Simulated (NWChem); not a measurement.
# Run report: Si3H8, energy and gradient calculation (part 2 of 2)

Continued. System: Si3H8. Method: HF/STO-3G, RHF (NWChem 7.3.0). The geometry comes from this level: PBE0-D4/def2-TZVP.

Geometry of the input (Å):
```
Si -1.2926  1.3667  -0.5253
Si -0.4626  -0.8073  -0.2963
Si 1.6319  -0.7744  0.7428
H  -2.6258  1.3677  -1.1851
H  -0.3540  2.1804  -1.3441
H  -1.4225  2.0001  0.8146
H  -0.3434  -1.4402  -1.6402
H  -1.4104  -1.6208  0.5164
H  1.5159  -0.1549  2.0904
H  2.5838  0.0318  -0.0680
H  2.1796  -2.1492  0.8948
```

Output, continued:
```
 Vector   17  Occ=2.000000D+00  E=-6.667141D-01
              MO Center=  2.1D-01,  3.7D-01,  1.3D-01, r^2= 6.2D+00
   Bfn.  Coefficient  Atom+Function         Bfn.  Coefficient  Atom+Function
  ----- ------------  ---------------      ----- ------------  ---------------
     6      0.472791   1 Si s                24     -0.472786   3 Si s
     2     -0.192150   1 Si s                20      0.192148   3 Si s
    28      0.170184   4 H  s                35     -0.170183  11 H  s
    29      0.166124   5 H  s                30      0.166134   6 H  s
    33     -0.166136   9 H  s                34     -0.166114  10 H  s

 Vector   18  Occ=2.000000D+00  E=-6.004325D-01
              MO Center= -2.5D-01, -4.3D-01, -1.6D-01, r^2= 5.3D+00
   Bfn.  Coefficient  Atom+Function         Bfn.  Coefficient  Atom+Function
  ----- ------------  ---------------      ----- ------------  ---------------
    15      0.500629   2 Si s                 6     -0.274807   1 Si s
    24     -0.274814   3 Si s                31      0.247041   7 H  s
    32      0.247053   8 H  s                11     -0.192357   2 Si s

 Vector   19  Occ=2.000000D+00  E=-4.396150D-01
              MO Center= -1.1D-01, -1.9D-01, -7.0D-02, r^2= 5.3D+00
   Bfn.  Coefficient  Atom+Function         Bfn.  Coefficient  Atom+Function
  ----- ------------  ---------------      ----- ------------  ---------------
    31     -0.320736   7 H  s                32      0.320774   8 H  s
    18      0.293103   2 Si pz               29     -0.242960   5 H  s
    30      0.242963   6 H  s                33      0.243242   9 H  s
    34     -0.242634  10 H  s                 9      0.217948   1 Si pz
    27      0.217961   3 Si pz

 Vector   20  Occ=2.000000D+00  E=-4.245560D-01
              MO Center=  1.7D-02,  2.9D-02,  9.2D-03, r^2= 7.9D+00
   Bfn.  Coefficient  Atom+Function         Bfn.  Coefficient  Atom+Function
  ----- ------------  ---------------      ----- ------------  ---------------
    28      0.416910   4 H  s                35      0.416943  11 H  s
    26     -0.317963   3 Si py                7     -0.288777   1 Si px
    34     -0.162774  10 H  s                29     -0.161908   5 H  s
    30     -0.161934   6 H  s                33     -0.161108   9 H  s

 Vector   21  Occ=2.000000D+00  E=-4.150383D-01
              MO Center=  1.0D-01,  1.9D-01,  8.1D-02, r^2= 7.9D+00
   Bfn.  Coefficient  Atom+Function         Bfn.  Coefficient  Atom+Function
  ----- ------------  ---------------      ----- ------------  ---------------
    28      0.390769   4 H  s                35     -0.390744  11 H  s
    26      0.323576   3 Si py                7     -0.254873   1 Si px
    30     -0.223639   6 H  s                33      0.222772   9 H  s
    29     -0.213387   5 H  s                34      0.214240  10 H  s

 Vector   22  Occ=2.000000D+00  E=-4.146448D-01
              MO Center=  4.5D-01,  7.7D-01,  2.7D-01, r^2= 5.7D+00
   Bfn.  Coefficient  Atom+Function         Bfn.  Coefficient  Atom+Function
  ----- ------------  ---------------      ----- ------------  ---------------
    29      0.357209   5 H  s                34     -0.356697  10 H  s
    30     -0.350858   6 H  s                33      0.351374   9 H  s
    27      0.291831   3 Si pz                9     -0.290280   1 Si pz

 Vector   23  Occ=2.000000D+00  E=-3.945579D-01
              MO Center= -1.8D-01, -3.2D-01, -1.2D-01, r^2= 5.4D+00
   Bfn.  Coefficient  Atom+Function         Bfn.  Coefficient  Atom+Function
  ----- ------------  ---------------      ----- ------------  ---------------
    31      0.383323   7 H  s                32     -0.383373   8 H  s
    18     -0.292290   2 Si pz               29     -0.257034   5 H  s
    30      0.257042   6 H  s                33      0.257464   9 H  s
    34     -0.256682  10 H  s                 9      0.191886   1 Si pz
    27      0.191902   3 Si pz

 Vector   24  Occ=2.000000D+00  E=-3.402869D-01
              MO Center= -1.9D-01, -3.4D-01, -1.2D-01, r^2= 3.9D+00
   Bfn.  Coefficient  Atom+Function         Bfn.  Coefficient  Atom+Function
  ----- ------------  ---------------      ----- ------------  ---------------
    17      0.395269   2 Si py               31     -0.307919   7 H  s
    32     -0.307843   8 H  s                 8     -0.305937   1 Si py
    25     -0.266405   3 Si px               16      0.226451   2 Si px
    15      0.218844   2 Si s                29     -0.173054   5 H  s
    30     -0.173048   6 H  s                33     -0.172808   9 H  s

 Vector   25  Occ=2.000000D+00  E=-2.946847D-01
              MO Center= -1.2D-01, -2.1D-01, -7.8D-02, r^2= 4.0D+00
   Bfn.  Coefficient  Atom+Function         Bfn.  Coefficient  Atom+Function
  ----- ------------  ---------------      ----- ------------  ---------------
    16      0.403447   2 Si px                8      0.374306   1 Si py
    25     -0.368075   3 Si px               17     -0.295361   2 Si py
    28      0.199524   4 H  s                35     -0.199524  11 H  s
    27     -0.181039   3 Si pz               18      0.174858   2 Si pz
     6     -0.162428   1 Si s                24      0.162425   3 Si s

 Vector   26  Occ=0.000000D+00  E= 3.765068D-01
              MO Center= -1.2D-01, -2.0D-01, -7.5D-02, r^2= 3.6D+00
   Bfn.  Coefficient  Atom+Function         Bfn.  Coefficient  Atom+Function
  ----- ------------  ---------------      ----- ------------  ---------------
    15      0.850248   2 Si s                 6     -0.576918   1 Si s
    24     -0.576898   3 Si s                 8      0.541659   1 Si py
    25      0.462165   3 Si px               17      0.454104   2 Si py
    28      0.290730   4 H  s                35      0.290733  11 H  s
    16      0.260088   2 Si px               27      0.242004   3 Si pz

 Vector   27  Occ=0.000000D+00  E= 4.338271D-01
              MO Center= -1.3D-01, -2.2D-01, -8.1D-02, r^2= 3.2D+00
   Bfn.  Coefficient  Atom+Function         Bfn.  Coefficient  Atom+Function
  ----- ------------  ---------------      ----- ------------  ---------------
    16      0.731987   2 Si px                6      0.557869   1 Si s
    24     -0.557910   3 Si s                17     -0.535799   2 Si py
    25      0.391112   3 Si px                7      0.321789   1 Si px
     8     -0.321459   1 Si py               18      0.317111   2 Si pz
    29     -0.252710   5 H  s                30     -0.252661   6 H  s

 Vector   28  Occ=0.000000D+00  E= 4.667213D-01
              MO Center= -1.6D-01, -2.8D-01, -1.0D-01, r^2= 4.5D+00
   Bfn.  Coefficient  Atom+Function         Bfn.  Coefficient  Atom+Function
  ----- ------------  ---------------      ----- ------------  ---------------
    18      0.668073   2 Si pz               31      0.515037   7 H  s
    32     -0.514926   8 H  s                 9      0.459785   1 Si pz
    27      0.459764   3 Si pz               29      0.355717   5 H  s
    30     -0.355892   6 H  s                33     -0.356358   9 H  s
    34      0.355305  10 H  s                16     -0.330497   2 Si px

 Vector   29  Occ=0.000000D+00  E= 4.900925D-01
              MO Center= -3.1D-01, -5.5D-01, -2.0D-01, r^2= 4.9D+00
   Bfn.  Coefficient  Atom+Function         Bfn.  Coefficient  Atom+Function
  ----- ------------  ---------------      ----- ------------  ---------------
    15      0.693489   2 Si s                31     -0.579431   7 H  s
    32     -0.579542   8 H  s                26     -0.522393   3 Si py
     7     -0.450501   1 Si px               17     -0.414656   2 Si py
    28     -0.366531   4 H  s                35     -0.366521  11 H  s
    34      0.239247  10 H  s                16     -0.237592   2 Si px

 Vector   30  Occ=0.000000D+00  E= 5.429103D-01
              MO Center=  3.3D-01,  5.8D-01,  2.1D-01, r^2= 7.4D+00
   Bfn.  Coefficient  Atom+Function         Bfn.  Coefficient  Atom+Function
  ----- ------------  ---------------      ----- ------------  ---------------
     6      0.674863   1 Si s                24      0.674531   3 Si s
     8      0.535666   1 Si py               25      0.502258   3 Si px
    29     -0.464514   5 H  s                30     -0.464159   6 H  s
    33     -0.464255   9 H  s                34     -0.464027  10 H  s
    28     -0.439039   4 H  s                35     -0.438770  11 H  s

 Vector   31  Occ=0.000000D+00  E= 5.445801D-01
              MO Center=  2.2D-01,  3.8D-01,  1.4D-01, r^2= 8.1D+00
   Bfn.  Coefficient  Atom+Function         Bfn.  Coefficient  Atom+Function
  ----- ------------  ---------------      ----- ------------  ---------------
     6      0.667355   1 Si s                24     -0.667672   3 Si s
    28     -0.577689   4 H  s                35      0.577894  11 H  s
    25     -0.495947   3 Si px                8      0.445800   1 Si py
    30     -0.385260   6 H  s                33      0.385806   9 H  s
    29     -0.383160   5 H  s                34      0.383060  10 H  s

 Vector   32  Occ=0.000000D+00  E= 5.468969D-01
              MO Center=  2.8D-01,  4.9D-01,  1.8D-01, r^2= 5.5D+00
   Bfn.  Coefficient  Atom+Function         Bfn.  Coefficient  Atom+Function
  ----- ------------  ---------------      ----- ------------  ---------------
     9      0.722842   1 Si pz               27     -0.722015   3 Si pz
    29      0.501386   5 H  s                30     -0.499934   6 H  s
    33      0.500336   9 H  s                34     -0.500954  10 H  s
    25      0.358901   3 Si px                7     -0.357105   1 Si px
     5     -0.205049   1 Si pz               23      0.204813   3 Si pz

 Vector   33  Occ=0.000000D+00  E= 5.790396D-01
              MO Center=  1.2D-01,  2.1D-01,  7.8D-02, r^2= 6.0D+00
   Bfn.  Coefficient  Atom+Function         Bfn.  Coefficient  Atom+Function
  ----- ------------  ---------------      ----- ------------  ---------------
    26      0.775713   3 Si py                7     -0.551606   1 Si px
     8     -0.505282   1 Si py               28     -0.475094   4 H  s
    35      0.475067  11 H  s                29      0.325572   5 H  s
    30      0.325748   6 H  s                34     -0.326703  10 H  s
    33     -0.324612   9 H  s                 9     -0.315428   1 Si pz

 Vector   34  Occ=0.000000D+00  E= 6.127351D-01
              MO Center= -2.9D-01, -5.1D-01, -1.9D-01, r^2= 4.7D+00
   Bfn.  Coefficient  Atom+Function         Bfn.  Coefficient  Atom+Function
  ----- ------------  ---------------      ----- ------------  ---------------
    17      0.676928   2 Si py               26     -0.589247   3 Si py
     7     -0.539510   1 Si px               31      0.506442   7 H  s
    32      0.506203   8 H  s                28     -0.405464   4 H  s
    35     -0.405501  11 H  s                15     -0.397419   2 Si s
    16      0.387734   2 Si px                9     -0.273791   1 Si pz

 Vector   35  Occ=0.000000D+00  E= 6.453543D-01
              MO Center= -1.4D-01, -2.4D-01, -8.7D-02, r^2= 4.5D+00
   Bfn.  Coefficient  Atom+Function         Bfn.  Coefficient  Atom+Function
  ----- ------------  ---------------      ----- ------------  ---------------
    18      0.786463   2 Si pz                9     -0.567901   1 Si pz
    27     -0.567981   3 Si pz               31      0.485133   7 H  s
    32     -0.485291   8 H  s                16     -0.389122   2 Si px
    29     -0.352615   5 H  s                30      0.352592   6 H  s
    33      0.353098   9 H  s                34     -0.352069  10 H  s

 center of mass
 --------------
 x =  -0.06825880 y =  -0.11909310 z =  -0.04367746

 moments of inertia (a.u.)
 ------------------
         516.708400154218         299.540098761844        -228.290258419773
         299.540098761844         677.960622524874         118.890355444518
        -228.290258419773         118.890355444518         925.687507838439

  Mulliken analysis of the total density
  --------------------------------------

    Atom       Charge   Shell Charges
 -----------   ------   -------------------------------------------------------
    1 Si  14    13.53   2.00  1.99  5.90  1.25  2.40
    2 Si  14    13.67   2.00  1.99  5.90  1.31  2.48
    3 Si  14    13.53   2.00  1.99  5.90  1.25  2.40
    4 H    1     1.16   1.16
    5 H    1     1.16   1.16
    6 H    1     1.16   1.16
    7 H    1     1.16   1.16
    8 H    1     1.16   1.16
    9 H    1     1.16   1.16
   10 H    1     1.16   1.16
   11 H    1     1.16   1.16

       Multipole analysis of the density wrt the origin
       ------------------------------------------------

     L   x y z        total         open         nuclear
     -   - - -        -----         ----         -------
     0   0 0 0     -0.000000      0.000000     50.000000

     1   1 0 0     -0.027302      0.000000     -3.026887
     1   0 1 0     -0.047584      0.000000     -5.281047
     1   0 0 1     -0.017385      0.000000     -1.936837

     2   2 0 0    -31.638406      0.000000    316.206043
     2   1 1 0      0.255487      0.000000   -165.919406
     2   1 0 1     -0.327085      0.000000    127.133908
     2   0 2 0    -31.575179      0.000000    227.268278
     2   0 1 1      0.072903      0.000000    -65.708708
     2   0 0 2    -31.090484      0.000000     88.641246

                              NWChem Gradients Module
                              -----------------------

                                  H8Si3 gradient

  wavefunction    =   RHF

                         RHF ENERGY GRADIENTS

    atom               coordinates                        gradient
                 x          y          z           x          y          z
   1 Si     -2.442603   2.582745  -0.992616   -0.000307   0.002568   0.000066
   2 Si     -0.874131  -1.525576  -0.559964   -0.001060  -0.001848  -0.000668
   3 Si      3.083901  -1.463404   1.403594    0.002196   0.000730   0.001143
   4 H      -4.962137   2.584616  -2.239552   -0.029569  -0.001631  -0.014772
   5 H      -0.669020   4.120434  -2.539924    0.022116   0.016533  -0.018470
   6 H      -2.688211   3.779622   1.539446   -0.002238   0.012426   0.030724
   7 H      -0.648932  -2.721508  -3.099453    0.003786  -0.012881  -0.030503
   8 H      -2.665232  -3.062868   0.975836   -0.020949  -0.017077   0.019502
   9 H       2.864730  -0.292794   3.950340   -0.004562   0.014044   0.029760
  10 H       4.882712   0.060055  -0.128596    0.019775   0.018300  -0.019433
  11 H       4.118866  -4.061324   1.690870    0.010812  -0.031164   0.002652

                 ----------------------------------------
                 |  Time  |  1-e(secs)   |  2-e(secs)   |
                 ----------------------------------------
                 |  CPU   |       0.00   |       0.15   |
                 ----------------------------------------
                 |  WALL  |       0.00   |       0.15   |
                 ----------------------------------------

 Task  times  cpu:        1.3s     wall:        1.3s
 Total times  cpu:        1.3s     wall:        1.3s
```

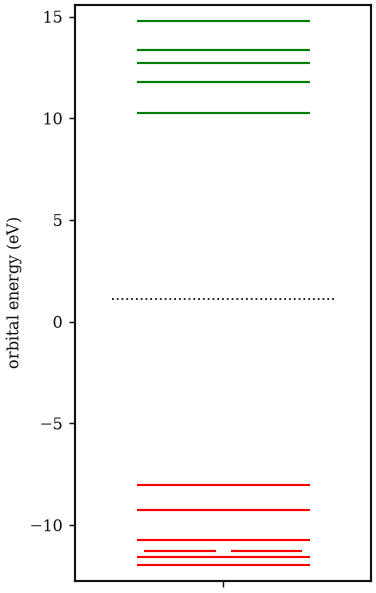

*Orbital energies near the frontier; the dotted line parts filled from empty levels, and levels within 0.02 eV of each other stand side by side.*

Highest filled −8.02 eV, lowest empty 10.25 eV, 18.27 eV apart.

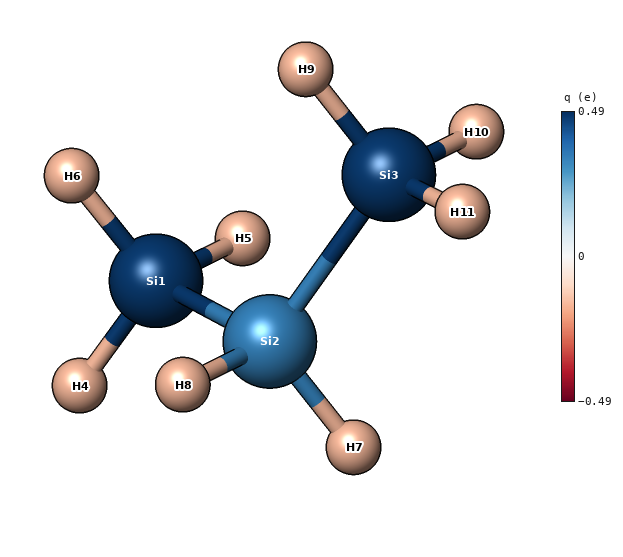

*Mulliken charges, as the colour of each atom (ball-and-stick view, seen at a tilt; atoms are numbered from 1 in the order of the input).*

By element: Si +0.33 to +0.47 and H −0.16 e.
